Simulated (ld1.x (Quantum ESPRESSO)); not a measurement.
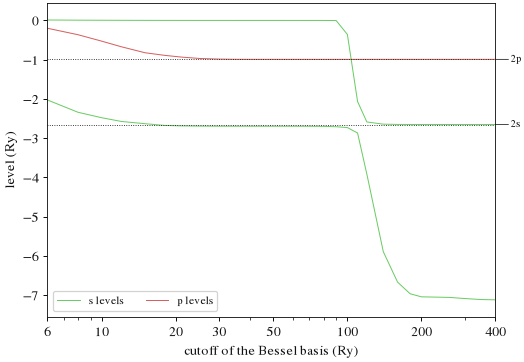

The pseudo-atom Hamiltonian at the reference potential is diagonalised in spherical Bessel functions (20 bohr box) up to the cutoff. Curves: the lowest levels of each channel that holds a bound state. Dotted lines: the all-electron valence levels.

Input of ld1.x (Quantum ESPRESSO) 7.5:

```
 &input
   title='Ne', zed=10., rel=1, dft='PZ', iswitch=3,
   config='[He] 2s2 2p6',
   nld=2, rlderiv=1.55, eminld=-5.0, emaxld=5.0, deld=0.02
 /
 &inputp
   pseudotype=3, lpaw=.true., tm=.true., lloc=-1, rcloc=1.40,
   nlcc=.true., rcore=0.60,
   which_augfun='PSQ', rmatch_augfun_nc=.true.,
   file_pseudopw='Ne.UPF', file_wfcaegen='ae.wfc', file_wfcncgen='nc.wfc', file_beta='beta', file_chi='chi', file_wfcusgen='us.wfc'
 /
4
2S  1  0   2.00   0.00  0.40  0.50  0.0
2S  1  0   0.00  -2.05  0.40  0.50  0.0
2P  2  1   6.00   0.00  1.00  1.40  0.0
2P  2  1   0.00   0.65  1.00  1.40  0.0
 &test
   configts(1)='2s2 2p6'
 /
```

Run as:
```bash
ld1.x < Ne.in > Ne.out
```

Functional and relativity: LDA (PZ), scalar-relativistic.

> Is there a ghost state?

Ghost state below the valence levels: s at -96.9 eV. A ghost is a curve that settles on no dotted line: a bound state with no counterpart among the valence levels. In Ry: s -7.12.

> From which cutoff on does the ghost show?

The lowest s curve lies clearly below the lowest valence level of its channel from about 110 Ry on and ends at -7.12 Ry. A test at a low cutoff would miss it.

> Read the all-electron valence levels.

2s: -2.65 Ry; 2p: -0.99 Ry.
